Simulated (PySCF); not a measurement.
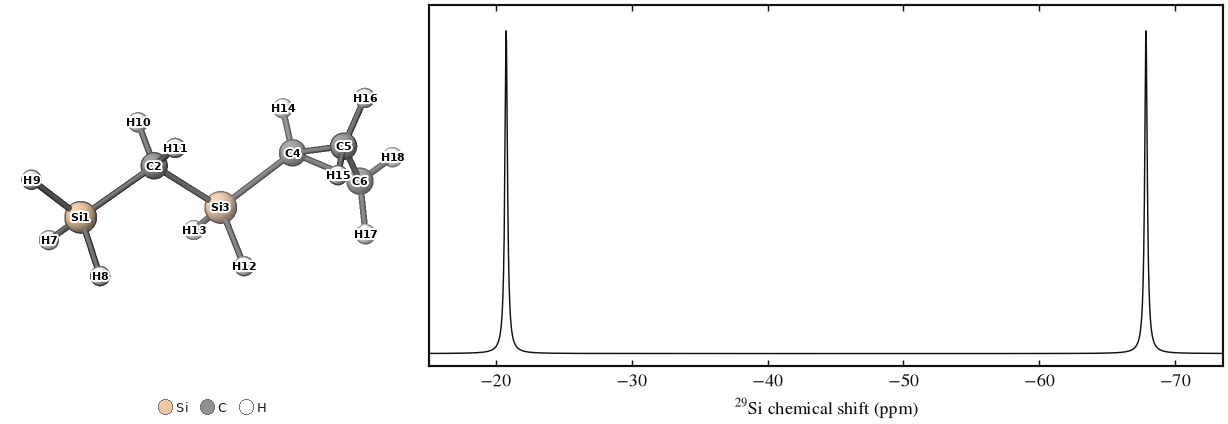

Spectrum and numbered structure of C₄H₁₂Si₂, SMILES [SiH3]C[SiH2]C1CC1. GIAO shifts, PBE0/pcSseg-1 (IEF-PCM chloroform) in PySCF, at a PBE0-D3(BJ)/def2-SVP geometry (no frequency check), against TMS for ²⁹Si computed at the same level. fully decoupled, line heights follow the number of nuclei, widths are arbitrary (no quadrupolar broadening); values of one conformer, averaged over nuclei that symmetry or rotation about single bonds exchange, these motions taken as fast; other conformers aren't averaged in.

Assign the ²⁹Si signals to the numbered atoms.

```tsv
δ (ppm)	nuclei	atoms
−20.8	1	Si3
−67.8	1	Si1
```
